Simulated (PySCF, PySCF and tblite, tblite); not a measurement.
**C₄H₄FNO: telling isomers apart by computed NMR**

Can the signals of one isomer of C₄H₄FNO be assigned among several candidates?

Programs: PySCF 2.14.0 with density-fitted response routines of our own, and tblite 0.8.0. All values are computed, except where a source is named. Atoms count from 0 throughout.

## 1. The molecule as given

11 atoms, charge 0, multiplicity 1; geometry from: MMFF94s geometry. This is the first candidate.

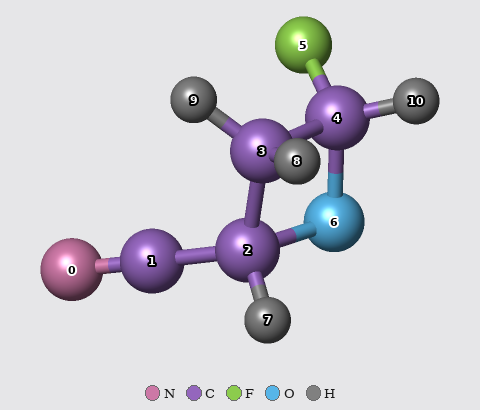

The starting geometry (nitrogen pink, carbon purple, fluorine green, oxygen blue, hydrogen grey), atoms numbered.

## 2. GFN2-xTB relaxation, isomer A, conformer 1

What the job is given:

```
{"job": {"xc": "GFN2-xTB", "basis": "xTB", "kind": "relax"}, "charge": 0, "multiplicity": 1}
N      2.742600    -1.168700    -0.090700
C      1.795100    -0.501300    -0.300300
C      0.659400     0.348700    -0.507400
C     -0.293000     0.552700     0.670100
C     -1.241000    -0.376400    -0.082200
F     -1.359800    -1.629000     0.390700
O     -0.393400    -0.317700    -1.269600
H      0.924300     1.301400    -0.994700
H     -0.653300     1.564600     0.809500
H      0.043400     0.152800     1.646000
H     -2.218900     0.075600    -0.297400
```

Command:

```bash
OMP_NUM_THREADS=1 python ens_run.py task.json out
```

This one command runs the whole study; its stages follow in the order run.

The log of the run:

```text
step      E/eV     max force
  0    -605.36640    4.338
  1    -604.92280   16.182
  2    -605.53869    1.276
  3    -605.55534    0.497
  4    -605.56936    0.567
  5    -605.57544    0.467
  6    -605.57957    0.157
  7    -605.58128    0.137
  8    -605.58353    0.256
  9    -605.58501    0.211
 10    -605.58598    0.087
 11    -605.58666    0.098
 12    -605.58741    0.176
 13    -605.58810    0.153
 14    -605.58855    0.065
 15    -605.58880    0.039
 16    -605.58880    0.039
 17    -605.58890    0.072
 18    -605.58922    0.038
 19    -605.58933    0.037
 20    -605.58967    0.046
 21    -605.58988    0.044
 22    -605.59012    0.053
 23    -605.59033    0.056
 24    -605.59060    0.046
 25    -605.59090    0.050
 26    -605.59120    0.050
 27    -605.59148    0.043
 28    -605.59176    0.055
 29    -605.59207    0.050
 30    -605.59238    0.056
 31    -605.59264    0.052
 32    -605.59283    0.036
 33    -605.59297    0.033
 34    -605.59308    0.034
 35    -605.59319    0.039
 36    -605.59332    0.036
 37    -605.59347    0.040
 38    -605.59364    0.038
 39    -605.59380    0.038
 40    -605.59394    0.033
 41    -605.59407    0.032
 42    -605.59420    0.033
 43    -605.59431    0.029
 44    -605.59442    0.028
 45    -605.59454    0.038
 46    -605.59465    0.033
 47    -605.59472    0.020
 48    -605.59475    0.018
 49    -605.59478    0.016
 50    -605.59480    0.016
 51    -605.59483    0.016
 52    -605.59485    0.012
 53    -605.59486    0.008
 54    -605.59487    0.007
 55    -605.59488    0.006
 56    -605.59488    0.005
 57    -605.59488    0.004
```

It took 0.23 s on 1 thread of Intel Xeon 6975P-C, shared host.

The energy fell by 0.228 eV, and the atoms moved 0.11 Å (root mean square).

## 3. Shieldings, isomer A, conformer 1: PBE0/pcSseg-1

What the job is given:

```
{"job": {"xc": "PBE0", "basis": "pcSseg-1", "kind": "nmr", "pop": true}, "charge": 0, "multiplicity": 1}
N      2.790606    -1.037934    -0.061968
C      1.847489    -0.434317    -0.284890
C      0.644483     0.332373    -0.530118
C     -0.274294     0.515858     0.695880
C     -1.259306    -0.324613    -0.117988
F     -1.504225    -1.548645     0.432964
O     -0.387808    -0.408480    -1.208202
H      0.898971     1.246611    -1.079492
H     -0.582393     1.536353     0.899020
H      0.069872     0.026142     1.603430
H     -2.237971     0.099323    -0.374599
```

The log of the run:

```text
coarse grid: 10064 points
cycle   1  E = -383.9525862564  dE =  1.197e+00  |g| = 8.088e-01  |ddm| = 3.055e+00
cycle   2  E = -383.6908445876  dE =  2.617e-01  |g| = 1.426e+00  |ddm| = 1.597e+00
cycle   3  E = -384.0651703167  dE = -3.743e-01  |g| = 2.322e-01  |ddm| = 1.113e+00
cycle   4  E = -384.0749563355  dE = -9.786e-03  |g| = 8.358e-02  |ddm| = 1.802e-01
cycle   5  E = -384.0762995693  dE = -1.343e-03  |g| = 1.863e-02  |ddm| = 6.419e-02
cycle   6  E = -384.0763648515  dE = -6.528e-05  |g| = 5.570e-03  |ddm| = 1.710e-02
cycle   7  E = -384.0763698290  dE = -4.977e-06  |g| = 1.633e-03  |ddm| = 4.422e-03
final grid: 100128 points
cycle   8  E = -384.1353820935  dE = -2.454e-05  |g| = 1.134e-02  |ddm| = 2.341e-02
cycle   9  E = -384.1353506901  dE =  3.140e-05  |g| = 1.768e-02  |ddm| = 1.837e-02
cycle  10  E = -384.1354049378  dE = -5.425e-05  |g| = 1.073e-03  |ddm| = 1.154e-02
cycle  11  E = -384.1354051777  dE = -2.399e-07  |g| = 2.727e-04  |ddm| = 1.013e-03
cycle  12  E = -384.1354051878  dE = -1.007e-08  |g| = 1.283e-04  |ddm| = 2.403e-04
cycle  13  E = -384.1354051900  dE = -2.216e-09  |g| = 5.007e-05  |ddm| = 1.011e-04
cycle  14  E = -384.1354051905  dE = -4.503e-10  |g| = 2.119e-05  |ddm| = 3.985e-05
converged SCF energy = -384.1354051905

GIAO shielding tensors (ppm)
atom      isotropic    diamagn.    paramagn.     s11        s22        s33       span
  0 N      -48.588     338.927    -387.515   -215.114   -188.797    258.145    473.259
  1 C       64.905     260.363    -195.459    -54.008    -47.658    296.380    350.387
  2 C      124.472     247.332    -122.860    100.096    108.790    164.528     64.432
  3 C      147.482     249.725    -102.243    126.882    142.654    172.911     46.028
  4 C       71.492     240.804    -169.311     48.282     75.094     91.102     42.820
  5 F      282.730     471.980    -189.250    197.574    301.223    349.392    151.818
  6 O      215.148     396.604    -181.456    155.084    221.393    268.967    113.884
  7 H       26.740      27.836      -1.096     22.966     26.991     30.262      7.296
  8 H       28.465      29.487      -1.022     26.046     26.817     32.532      6.485
  9 H       28.784      29.576      -0.792     26.451     27.544     32.356      5.905
 10 H       25.571      27.828      -2.257     21.173     26.310     29.229      8.056
```

Wall time 14 s (1 thread of Intel Xeon 6975P-C, shared host).

In short: HOMO -9.24 eV, LUMO -0.36 eV; dipole 4.88 D.

## 4. Couplings, isomer A, conformer 1: B3LYP/pcJ-1+6-31G*

The job, as its differences from that of step 3:

```diff
@@ -1,2 +1,2 @@
-{"job": {"xc": "PBE0", "basis": "pcSseg-1", "kind": "nmr", "pop": true}, "charge": 0, "multiplicity": 1}
+{"job": {"xc": "B3LYP", "basis": {"default": "6-31G*", "H": "pcJ-1", "F": "pcJ-1"}, "nuclei": ["H", "F", "P", "Si", "B"], "kind": "j"}, "charge": 0, "multiplicity": 1}
 N      2.790606    -1.037934    -0.061968
```

The log of the run:

```text
coarse grid: 10064 points
cycle   1  E = -384.4863230537  dE =  1.173e+00  |g| = 8.591e-01  |ddm| = 3.402e+00
cycle   2  E = -384.1352072968  dE =  3.511e-01  |g| = 1.590e+00  |ddm| = 1.969e+00
cycle   3  E = -384.6119314862  dE = -4.767e-01  |g| = 2.680e-01  |ddm| = 1.424e+00
cycle   4  E = -384.6256820561  dE = -1.375e-02  |g| = 9.501e-02  |ddm| = 2.517e-01
cycle   5  E = -384.6274497106  dE = -1.768e-03  |g| = 2.472e-02  |ddm| = 9.222e-02
cycle   6  E = -384.6275726498  dE = -1.229e-04  |g| = 6.925e-03  |ddm| = 2.379e-02
cycle   7  E = -384.6275804300  dE = -7.780e-06  |g| = 2.004e-03  |ddm| = 5.808e-03
final grid: 100128 points
cycle   8  E = -384.5905500124  dE = -5.793e-05  |g| = 5.776e-03  |ddm| = 1.995e-02
cycle   9  E = -384.5905408145  dE =  9.198e-06  |g| = 9.090e-03  |ddm| = 1.058e-02
cycle  10  E = -384.5905564354  dE = -1.562e-05  |g| = 1.536e-03  |ddm| = 6.974e-03
cycle  11  E = -384.5905568561  dE = -4.208e-07  |g| = 6.748e-04  |ddm| = 1.674e-03
cycle  12  E = -384.5905569457  dE = -8.954e-08  |g| = 1.792e-04  |ddm| = 5.805e-04
cycle  13  E = -384.5905569523  dE = -6.633e-09  |g| = 5.045e-05  |ddm| = 1.795e-04
cycle  14  E = -384.5905569528  dE = -4.318e-10  |g| = 1.610e-05  |ddm| = 4.512e-05
converged SCF energy = -384.5905569528

Indirect spin-spin couplings (Hz)
  i      j    bonds     total        FC       PSO       DSO        SD
  5 F    7 H    4      9.972    11.089     0.886    -2.012     0.009
  5 F    8 H    3     17.753    18.622     0.926    -1.695    -0.100
  5 F    9 H    3     17.934    17.543     0.405     0.431    -0.445
  5 F   10 H    2     77.969    81.741     0.875    -0.953    -3.694
  7 H    8 H    3      8.678     8.500     0.000     0.178         -
  7 H    9 H    3      4.460     5.142     1.532    -2.213         -
  7 H   10 H    4     -0.662    -0.278     0.842    -1.226         -
  8 H    9 H    2    -13.965   -13.505     1.889    -2.349         -
  8 H   10 H    3      5.116     5.034     0.026     0.057         -
  9 H   10 H    3      1.843     2.543     1.515    -2.214         -
```

Wall time 13 s (1 thread of Intel Xeon 6975P-C, shared host).

Key values: HOMO -8.71 eV, LUMO -0.28 eV; dipole 4.69 D.

## 5. Averages, isomer A: properties at PBE0/pcSseg-1

What the job is given:

```
{"job": {"study": "conf", "smiles": "N#C[C@@H]1C[C@H](F)O1", "search": {"seed": 6573, "n_embed": 45, "ff_keep": 10, "window": 2.5, "nmax": 6, "temps": [250, 298.15, 350], "t_ref": 298.15, "order": 0.001}, "level": {"nmr": {"xc": "PBE0", "basis": "pcSseg-1"}, "j": {"xc": "B3LYP", "basis": {"default": "6-31G*", "H": "pcJ-1", "F": "pcJ-1"}, "nuclei": ["H", "F", "P", "Si", "B"]}}, "kind": "conf"}, "charge": 0, "multiplicity": 1}
N      2.790606    -1.037934    -0.061968
C      1.847489    -0.434317    -0.284890
C      0.644483     0.332373    -0.530118
C     -0.274294     0.515858     0.695880
C     -1.259306    -0.324613    -0.117988
F     -1.504225    -1.548645     0.432964
O     -0.387808    -0.408480    -1.208202
H      0.898971     1.246611    -1.079492
H     -0.582393     1.536353     0.899020
H      0.069872     0.026142     1.603430
H     -2.237971     0.099323    -0.374599
```

The log of the run:

```text
conformer  sym    E(xTB)   E(DFT)   G(298.15 K)  weight  dipole/D
    1     C1      0.000    0.000    0.000   1.0000    4.879

mean shielding (ppm) by class
class atoms           250 K   298.15 K      350 K
  0 N  0            -48.588    -48.588    -48.588
  1 C  1             64.904     64.904     64.904
  2 C  2            124.472    124.472    124.472
  3 C  3            147.482    147.482    147.482
  4 C  4             71.493     71.493     71.493
  5 F  5             282.73     282.73     282.73
  6 O  6            215.148    215.148    215.148
  7 H  7              26.74      26.74      26.74
  8 H  8             28.465     28.465     28.465
  9 H  9             28.784     28.784     28.784
 10 H  10            25.571     25.571     25.571
```

Run time: 28 s. Hardware: 1 thread of Intel Xeon 6975P-C, shared host. This counts the runs that the step sums up.

The search (ETKDG, MMFF94s, GFN2-xTB) embedded 45 structures, kept 1 distinct ones after the force field and 1 after xTB; 1 was carried on (window 2.5 kcal/mol at the search's own energies). Energies: PBE0/pcSseg-1 with D3(BJ).

The conformers at 298 K:

| no. | group | mirror pair | ΔE xTB | ΔE DFT | ΔG | weight (%) | μ (D) | A, B, C (GHz) |
| --- | --- | --- | --- | --- | --- | --- | --- | --- |
| 1 | C1 | no | 0.00 | 0.00 | 0.00 | 100.0 | 4.88 | 5.49, 1.92, 1.79 |

Energies in kcal/mol. ΔG holds xTB vibrations and rotation, symmetry numbers and mirror pairs.

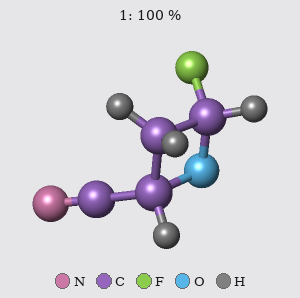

The one conformer.

Shifts against references run at the same level ($^{17}$O H2O 336.1, $^{15}$N NH3 267.7, $^{1}$H TMS 31.72, $^{13}$C TMS 186.9, $^{19}$F CFCl3 170.9 ppm of shielding), by class of atoms, at 298 K:

| atoms | environment | average |
| --- | --- | --- |
| C1 | nitrile carbon | 122.0 |
| C4 | sp3 CH bonded to F and O | 115.4 |
| C2 | sp3 CH bonded to O, α to a nitrile | 62.5 |
| C3 | sp3 CH2 in a ring | 39.4 |
| H10 | hydrogen on an sp3 CH bonded to F and O | 6.15 |
| H7 | hydrogen on an sp3 CH bonded to O, α to a nitrile | 4.98 |
| H8 | hydrogen on an sp3 CH2 in a ring | 3.25 |
| H9 | hydrogen on an sp3 CH2 in a ring | 2.93 |
| N0 | nitrile nitrogen | 316.3 |
| F5 | fluorine on an sp3 carbon | -111.8 |
| O6 | ether oxygen | 120.9 |

Couplings (Hz, B3LYP/pcJ-1+6-31G*; one pair named for each class), from conformers that hold 100 % of the weight:

| pair | bonds | average |
| --- | --- | --- |
| F5–H10 | 2 | 78.0 |
| H8–H9 | 2 | -14.0 |
| F5–H9 | 3 | 17.9 |
| F5–H8 | 3 | 17.8 |
| H7–H8 | 3 | 8.7 |
| H8–H10 | 3 | 5.1 |
| H7–H9 | 3 | 4.5 |
| H9–H10 | 3 | 1.8 |
| F5–H7 | 4 | 10.0 |
| H7–H10 | 4 | -0.7 |

Effective distances for nuclear Overhauser effects, ⟨r⁻⁶⟩^(−1/6) over all pairs of two classes (Å): H8···H9 1.79; H7···H8 2.49; H8···H10 2.54; H9···H10 3.04; H7···H9 3.06; H7···H10 3.41.

## 6. GFN2-xTB relaxation, isomer B, conformer 1

What the job is given:

```
{"job": {"xc": "GFN2-xTB", "basis": "xTB", "kind": "relax"}, "charge": 0, "multiplicity": 1}
N      2.778500     0.496200     1.322600
C      1.883200     0.187300     0.627500
C      0.784600    -0.242000    -0.185400
C     -0.571600    -0.386200     0.518800
C     -1.111500     0.442800    -0.625900
F     -1.696200    -0.253400    -1.634600
O      0.238600     0.867900    -0.982200
H      1.031000    -1.075200    -0.843100
H     -0.651900     0.084900     1.507200
H     -0.959100    -1.416400     0.586300
H     -1.720200     1.296800    -0.317100
```

The log of the run:

```text
step      E/eV     max force
  0    -605.36340    4.045
  1    -605.01496   14.596
  2    -605.53911    0.929
  3    -605.55531    0.393
  4    -605.57016    0.498
  5    -605.57497    0.359
  6    -605.57898    0.169
  7    -605.58155    0.212
  8    -605.58472    0.299
  9    -605.58656    0.185
 10    -605.58780    0.123
 11    -605.58891    0.142
 12    -605.59034    0.223
 13    -605.59174    0.185
 14    -605.59282    0.089
 15    -605.59365    0.104
 16    -605.59456    0.161
 17    -605.59564    0.172
 18    -605.59688    0.137
 19    -605.59820    0.110
 20    -605.59955    0.201
 21    -605.60097    0.222
 22    -605.60246    0.144
 23    -605.60396    0.129
 24    -605.60551    0.177
 25    -605.60725    0.253
 26    -605.60899    0.207
 27    -605.61036    0.097
 28    -605.61137    0.107
 29    -605.61233    0.146
 30    -605.61320    0.132
 31    -605.61391    0.071
 32    -605.61443    0.101
 33    -605.61487    0.118
 34    -605.61526    0.123
 35    -605.61550    0.055
 36    -605.61573    0.040
 37    -605.61573    0.040
 38    -605.61582    0.055
 39    -605.61593    0.108
 40    -605.61604    0.019
 41    -605.61608    0.024
 42    -605.61618    0.038
 43    -605.61622    0.026
 44    -605.61626    0.016
 45    -605.61628    0.019
 46    -605.61631    0.016
 47    -605.61632    0.010
 48    -605.61633    0.008
 49    -605.61633    0.010
 50    -605.61634    0.008
 51    -605.61634    0.004
```

It took 0.15 s on 1 thread of Intel Xeon 6975P-C, shared host.

Relaxing gained 0.253 eV and moved the atoms by 0.20 Å on average (rms).

## 7. Shieldings, isomer B, conformer 1: PBE0/pcSseg-1

What the job is given:

```
{"job": {"xc": "PBE0", "basis": "pcSseg-1", "kind": "nmr", "pop": false}, "charge": 0, "multiplicity": 1}
N      2.633927     0.723294     1.313081
C      1.835786     0.274470     0.630645
C      0.798918    -0.297781    -0.199425
C     -0.569856    -0.467153     0.493300
C     -1.054393     0.500332    -0.587042
F     -1.908082    -0.086010    -1.478758
O      0.226644     0.644061    -1.126971
H      1.186628    -1.185861    -0.713775
H     -0.622562    -0.090981     1.510905
H     -1.003345    -1.460629     0.423643
H     -1.518239     1.448930    -0.291567
```

The log of the run:

```text
coarse grid: 10064 points
cycle   1  E = -383.9532908075  dE =  1.195e+00  |g| = 8.082e-01  |ddm| = 3.061e+00
cycle   2  E = -383.6936357050  dE =  2.597e-01  |g| = 1.422e+00  |ddm| = 1.521e+00
cycle   3  E = -384.0653871768  dE = -3.718e-01  |g| = 2.306e-01  |ddm| = 1.056e+00
cycle   4  E = -384.0749893979  dE = -9.602e-03  |g| = 8.366e-02  |ddm| = 1.802e-01
cycle   5  E = -384.0763369856  dE = -1.348e-03  |g| = 1.895e-02  |ddm| = 6.485e-02
cycle   6  E = -384.0764039178  dE = -6.693e-05  |g| = 5.488e-03  |ddm| = 1.627e-02
cycle   7  E = -384.0764087492  dE = -4.831e-06  |g| = 1.617e-03  |ddm| = 4.372e-03
final grid: 100128 points
cycle   8  E = -384.1358610897  dE = -2.419e-05  |g| = 1.155e-02  |ddm| = 2.498e-02
cycle   9  E = -384.1358287188  dE =  3.237e-05  |g| = 1.797e-02  |ddm| = 1.727e-02
cycle  10  E = -384.1358847668  dE = -5.605e-05  |g| = 1.075e-03  |ddm| = 1.097e-02
cycle  11  E = -384.1358850050  dE = -2.382e-07  |g| = 2.734e-04  |ddm| = 9.949e-04
cycle  12  E = -384.1358850159  dE = -1.083e-08  |g| = 1.096e-04  |ddm| = 2.251e-04
cycle  13  E = -384.1358850176  dE = -1.701e-09  |g| = 2.487e-05  |ddm| = 7.032e-05
cycle  14  E = -384.1358850176  dE = -6.821e-11  |g| = 1.530e-05  |ddm| = 2.700e-05
converged SCF energy = -384.1358850176

GIAO shielding tensors (ppm)
atom      isotropic    diamagn.    paramagn.     s11        s22        s33       span
  0 N      -49.275     338.915    -388.190   -217.993   -189.005    259.174    477.168
  1 C       63.953     260.424    -196.470    -55.744    -48.589    296.193    351.937
  2 C      123.507     247.269    -123.762     97.500    108.327    164.694     67.195
  3 C      146.970     249.334    -102.364    127.654    137.839    175.417     47.762
  4 C       70.419     242.740    -172.321     47.667     73.548     90.042     42.375
  5 F      286.342     471.169    -184.828    204.529    302.354    352.142    147.612
  6 O      216.920     396.303    -179.383    149.482    212.169    289.110    139.628
  7 H       26.439      27.757      -1.318     22.582     26.481     30.255      7.673
  8 H       28.605      29.742      -1.138     25.864     28.032     31.918      6.054
  9 H       28.604      29.253      -0.649     25.973     27.193     32.645      6.672
 10 H       25.414      28.248      -2.834     21.130     26.663     28.450      7.320
```

Run time: 14 s. Hardware: 1 thread of Intel Xeon 6975P-C, shared host.

This run: HOMO -9.10 eV, LUMO -0.41 eV; dipole 2.96 D.

## 8. Couplings, isomer B, conformer 1: B3LYP/pcJ-1+6-31G*

The job, as its differences from that of step 7:

```diff
@@ -1,2 +1,2 @@
-{"job": {"xc": "PBE0", "basis": "pcSseg-1", "kind": "nmr", "pop": false}, "charge": 0, "multiplicity": 1}
+{"job": {"xc": "B3LYP", "basis": {"default": "6-31G*", "H": "pcJ-1", "F": "pcJ-1"}, "nuclei": ["H", "F", "P", "Si", "B"], "kind": "j"}, "charge": 0, "multiplicity": 1}
 N      2.633927     0.723294     1.313081
```

The log of the run:

```text
coarse grid: 10064 points
cycle   1  E = -384.4872642651  dE =  1.170e+00  |g| = 8.585e-01  |ddm| = 3.414e+00
cycle   2  E = -384.1386934581  dE =  3.486e-01  |g| = 1.586e+00  |ddm| = 1.884e+00
cycle   3  E = -384.6124164293  dE = -4.737e-01  |g| = 2.656e-01  |ddm| = 1.362e+00
cycle   4  E = -384.6258470668  dE = -1.343e-02  |g| = 9.531e-02  |ddm| = 2.509e-01
cycle   5  E = -384.6276292769  dE = -1.782e-03  |g| = 2.505e-02  |ddm| = 9.310e-02
cycle   6  E = -384.6277541388  dE = -1.249e-04  |g| = 6.861e-03  |ddm| = 2.303e-02
cycle   7  E = -384.6277618306  dE = -7.692e-06  |g| = 1.966e-03  |ddm| = 5.903e-03
final grid: 100128 points
cycle   8  E = -384.5911909344  dE = -5.704e-05  |g| = 6.047e-03  |ddm| = 1.965e-02
cycle   9  E = -384.5911802217  dE =  1.071e-05  |g| = 9.685e-03  |ddm| = 1.062e-02
cycle  10  E = -384.5911978396  dE = -1.762e-05  |g| = 1.666e-03  |ddm| = 7.156e-03
cycle  11  E = -384.5911983476  dE = -5.079e-07  |g| = 6.803e-04  |ddm| = 1.751e-03
cycle  12  E = -384.5911984391  dE = -9.149e-08  |g| = 1.744e-04  |ddm| = 5.850e-04
cycle  13  E = -384.5911984453  dE = -6.266e-09  |g| = 5.127e-05  |ddm| = 1.781e-04
cycle  14  E = -384.5911984458  dE = -4.474e-10  |g| = 1.635e-05  |ddm| = 4.491e-05
converged SCF energy = -384.5911984458

Indirect spin-spin couplings (Hz)
  i      j    bonds     total        FC       PSO       DSO        SD
  5 F    7 H    4     -0.582    -0.212     0.501    -0.607    -0.264
  5 F    8 H    3     18.051    18.915     0.950    -1.687    -0.126
  5 F    9 H    3     18.289    17.884     0.476     0.354    -0.425
  5 F   10 H    2     78.690    82.399     0.948    -0.964    -3.693
  7 H    8 H    3      5.672     6.370     1.575    -2.273         -
  7 H    9 H    3      8.990     8.783    -0.085     0.292         -
  7 H   10 H    4     -0.322     0.539     1.754    -2.615         -
  8 H    9 H    2    -13.907   -13.446     1.889    -2.351         -
  8 H   10 H    3      5.346     5.237    -0.018     0.128         -
  9 H   10 H    3      1.955     2.661     1.522    -2.228         -
```

It took 16 s on 1 thread of Intel Xeon 6975P-C, shared host.

In short: HOMO -8.60 eV, LUMO -0.33 eV; dipole 2.70 D.

(Part 1 of 2 ends here.)
